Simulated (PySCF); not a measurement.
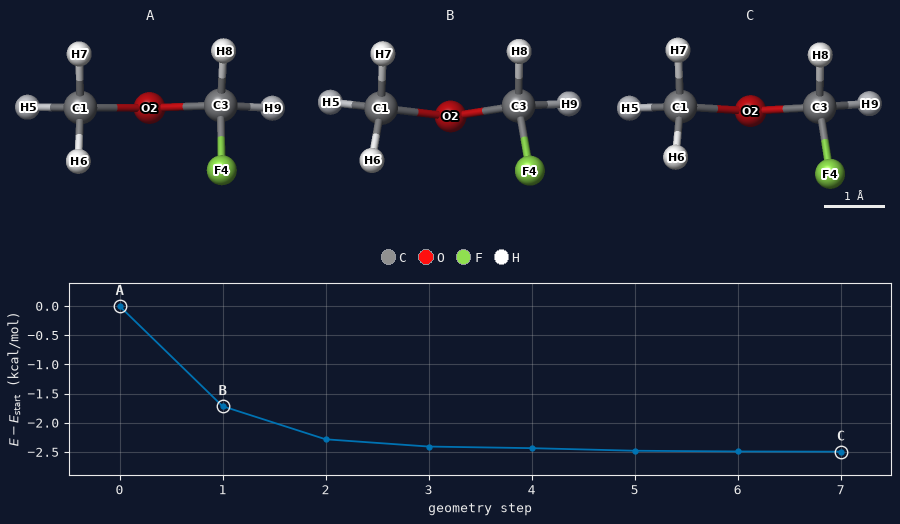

Frames of a relaxation of C2H5FO, marked on the history of the run. A ball-and-stick model, seen at a tilt.

The start comes from MMFF94s.

Method: PySCF 2.14.0, density-fitted response routines, PBE0-D3(BJ)/def2-SVP geometry optimisation, gas phase. 

Q: What happens along the run?

A: The atom that moves furthest after the best rigid fit is F4 (0.16 Å). By element the largest moves are F 0.16 Å, H 0.12 Å, O 0.07 Å, C 0.04 Å. Among the contacts that change: O2–C3 1.419 → 1.362 Å, C1–O2 1.420 → 1.405 Å, C3–F4 1.356 → 1.371 Å, C1–H7 1.094 → 1.107 Å. Among the angles between lasting bonds that change: O2–C3–F4 108.2° → 111.7°, C1–O2–C3 111.4° → 114.5°, F4–C3–H8 109.5° → 106.7°. The energy falls by 2.49 kcal/mol in 7 geometry steps. From step 0 to 1: O2 moves most (0.15 Å), energy −1.72 kcal/mol. From step 1 to 7: H7 moves most (0.12 Å), energy −0.78 kcal/mol.

```csv
step,"E − E(0), kcal/mol"
0,0.00
1,-1.72
2,-2.28
3,-2.41
4,-2.43
5,-2.48
6,-2.49
7,-2.49
```
